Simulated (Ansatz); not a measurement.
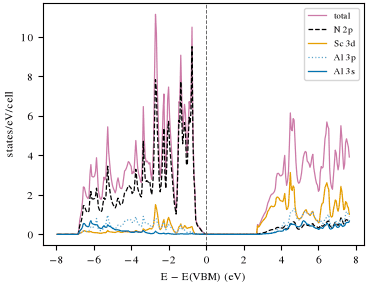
Fig. 1. Total and projected density of states of ScAl3N4 in space group P-6m2 (No. 187; Pearson symbol hP8), DFT-PBE in the program Ansatz with PAW potentials

### Question
Which orbitals carry the states next to the gap?

### Answer
Top 1 eV of the valence band: N 2p 89 %. Bottom 1 eV of the conduction band: Sc 3d 73 %, N 2p 10 %, outside the projected shells 7 %. Projections are on Löwdin-orthogonalised atomic valence shells; empty p or d shells of many metals are not among them.

### Question
Where is the tallest occupied peak in this window, and what makes it?

### Answer
Near -2.7 eV, about 11 states/eV per cell; the largest projected share is N 2p.

The start of the workflow was typed in or built on a structure type; neither database checked (COD, Materials Project) lists it. Whether it is the stable phase at ambient conditions was not checked. The cell was relaxed with PBE under the symmetry of its start; its stability against distortions is not shown here. No spin polarisation was allowed.

Potentials: the earlier of the program's two PAW sets.
